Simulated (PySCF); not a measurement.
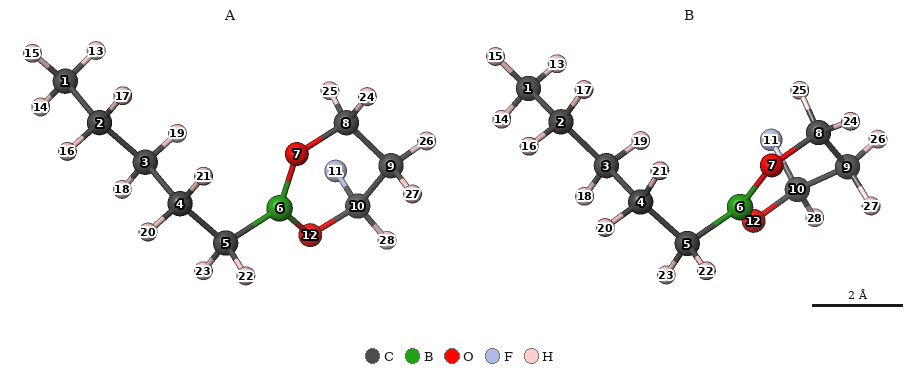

Two geometries of C₈H₁₆BFO₂, drawn at one scale. One is the start of a relaxation, the other its converged end. A ball-and-stick model, seen from a free direction.

All numbers below come from PBE0-D3(BJ)/def2-SVP geometry optimisation, gas phase (PySCF). 

**Which geometry has the lower energy?**

Structure A is the relaxed one. The start comes from GFN2-xTB. Its atoms were then displaced at random by about 0.01 Å. The energy falls by 19.3 kJ/mol in 19 geometry steps. The atom that moves furthest after the best rigid fit is H28 (0.99 Å). By element the largest moves are H 0.99 Å, F 0.91 Å, O 0.59 Å, C 0.58 Å, B 0.21 Å. Among the contacts that change: C5–B6 1.604 → 1.570 Å, C1–H13 1.071 → 1.102 Å, C1–C2 1.496 → 1.520 Å, C3–C4 1.546 → 1.523 Å. Among the angles between lasting bonds that change: C3–C4–H20 105.3° → 109.0°, C4–C5–B6 111.6° → 115.2°, B6–C5–H22 109.5° → 106.1°. Groups turn about C5–B6 by about 30°. Cost: 5.2 min on 2 threads of Intel(R) Xeon(R) 6975P-C, on a shared host.
